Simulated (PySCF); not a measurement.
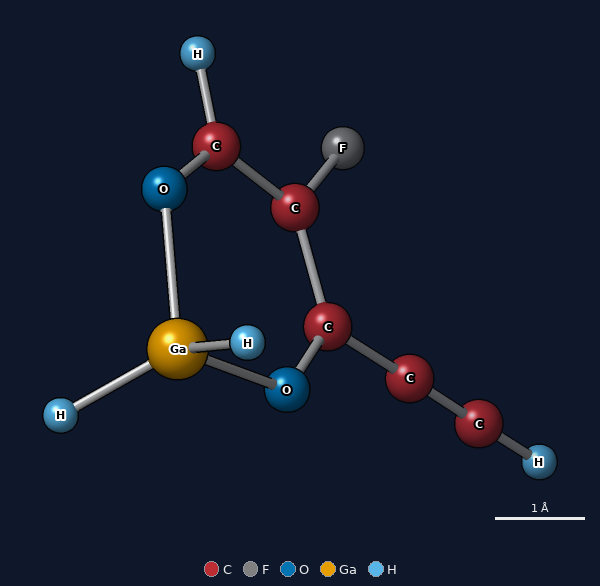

Figure 1. The structure (ball-and-stick view, seen at a tilt). Sticks mark near contacts.

## Run report: C5H4FGaO2, excited-state calculation

System: C5H4FGaO2, SMILES C#CC1=C(F)C=[O+][GaH2-][O]1.
Method: TDDFT CAM-B3LYP/def2-SVPD, vertical, gas phase, core orbitals frozen in the response (PySCF 2.14.0).

The geometry comes from this level: GFN2-xTB. It belongs to a series of runs on one base structure; here: H on C replaced by ethynyl.

The program's output
```
coarse grid: 58864 points
cycle   1  E = -2367.1784952542  dE =  1.243e+00  |g| = 1.141e+00  |ddm| = 1.324e+01
cycle   2  E = -2366.8237624675  dE =  3.547e-01  |g| = 1.827e+00  |ddm| = 5.312e+00
cycle   3  E = -2367.4088436275  dE = -5.851e-01  |g| = 1.781e-01  |ddm| = 3.388e+00
cycle   4  E = -2367.4138209494  dE = -4.977e-03  |g| = 8.580e-02  |ddm| = 4.303e-01
cycle   5  E = -2367.4149007341  dE = -1.080e-03  |g| = 1.471e-02  |ddm| = 2.063e-01
cycle   6  E = -2367.4149375912  dE = -3.686e-05  |g| = 8.040e-03  |ddm| = 5.127e-02
cycle   7  E = -2367.4149522874  dE = -1.470e-05  |g| = 2.651e-03  |ddm| = 2.208e-02
cycle   8  E = -2367.4149539863  dE = -1.699e-06  |g| = 8.859e-04  |ddm| = 6.176e-03
final grid: 124840 points
cycle   9  E = -2367.4149158354  dE =  2.252e-08  |g| = 1.173e-03  |ddm| = 6.636e-03
cycle  10  E = -2367.4149154134  dE =  4.220e-07  |g| = 1.846e-03  |ddm| = 4.020e-03
cycle  11  E = -2367.4149161057  dE = -6.923e-07  |g| = 1.737e-04  |ddm| = 2.554e-03
cycle  12  E = -2367.4149161119  dE = -6.230e-09  |g| = 2.566e-05  |ddm| = 2.673e-04
cycle  13  E = -2367.4149161123  dE = -3.442e-10  |g| = 1.752e-05  |ddm| = 1.555e-04
```

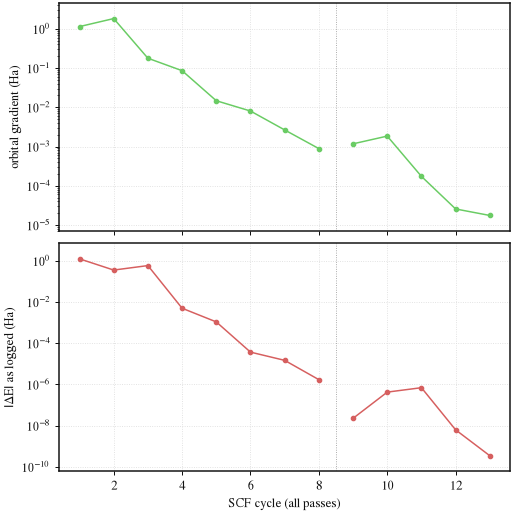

Figure 2. Convergence of the self-consistent field: orbital gradient and size of the energy change against the SCF cycle. The dotted line marks the change from a coarse to the final integration grid. The first 8 cycles use a coarse grid, the final grid takes over at cycle 9, and the field converges after 13 cycles in all.

```
converged SCF energy = -2367.4149161123

Static polarisability (au): isotropic 97.165, principal 63.793 90.888 136.812

Singlet excitations
state   eV       nm        f      main configurations
  1   3.7799    328.0   0.18081   H->L 0.98
  2   4.3467    285.2   0.00051   H-2->L 0.94
  3   4.7948    258.6   0.00010   H-3->L 0.90
  4   5.2713    235.2   0.17140   H-1->L 0.91
  5   5.8503    211.9   0.00024   H-5->L 0.75, H-6->L 0.16
  6   5.8781    210.9   0.03273   H-4->L 0.80
  7   6.2356    198.8   0.00000   H->L+1 0.54, H->L+2 0.17, H->L+3 0.13
  8   6.6615    186.1   0.01069   H->L+2 0.54, H->L+3 0.18, H->L+1 0.08

Triplet excitations (Tamm-Dancoff, eV): 2.2013 4.0342 4.2169
```

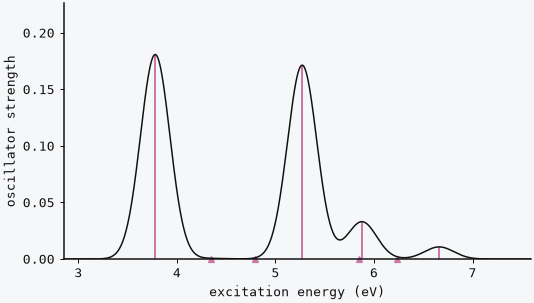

Figure 3. Computed excitations as sticks (degenerate states added up, dark ones marked on the axis), with a Gaussian envelope of 0.35 eV full width at half maximum, scaled to the tallest. Of the 8 states the lowest lies at 3.78 eV (f = 0.181); the strongest line is at 3.78 eV, or 328 nm (f = 0.181).

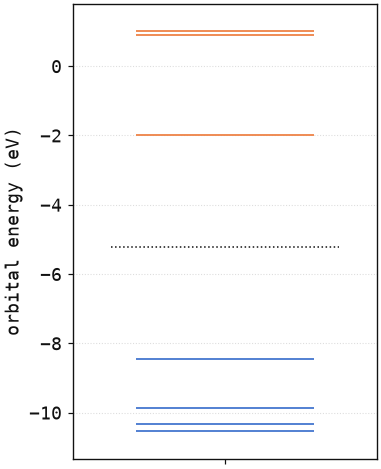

Figure 4. Orbital energies near the frontier; the dotted line parts filled from empty levels, and levels within 0.02 eV of each other stand side by side. Highest filled −8.44 eV, lowest empty −1.99 eV, 6.45 eV apart.

This output came from the following input.

The input
```
{"job": {"kind": "uv", "xc": "CAM-B3LYP", "basis": "def2-SVPD", "nstates": 8, "ntriplets": 3}, "charge": 0, "multiplicity": 1}
C      2.510834    -1.870760    -1.129967
C      1.592722    -1.207249    -0.728520
C      0.490107    -0.439550    -0.254563
C      0.742108     0.864809     0.202760
F      2.017217     1.325114     0.169657
C     -0.233269     1.718658     0.687431
O     -1.465496     1.440431     0.785175
Ga    -2.370587    -0.226537     0.310572
O     -0.674664    -0.955232    -0.262998
H      3.322708    -2.439647    -1.478319
H      0.090108     2.716324     1.011381
H     -3.237144     0.018472    -0.931023
H     -2.789031    -0.944347     1.600685
```

The first line tells a small driver script what to run in PySCF; the rest is the geometry in Å.

Command:
```bash
OMP_NUM_THREADS=1 python <driver script> task.json out
```

Results in brief

| quantity | value |
| --- | --- |
| outcome | converged |
| total energy | −2367.414916 hartree |
| HOMO | −8.44 eV |
| LUMO | −1.99 eV |
| dipole moment | 2.26 D |
| mean polarisability | 97.16 a.u. |
| lowest singlet excitation | 3.78 eV |
| hardware | 1 CPU thread, shared host |
| wall time | 85 s |
| peak memory | 1.1 GiB |

Spin–orbit coupling is left out, which matters for the heavy atoms.
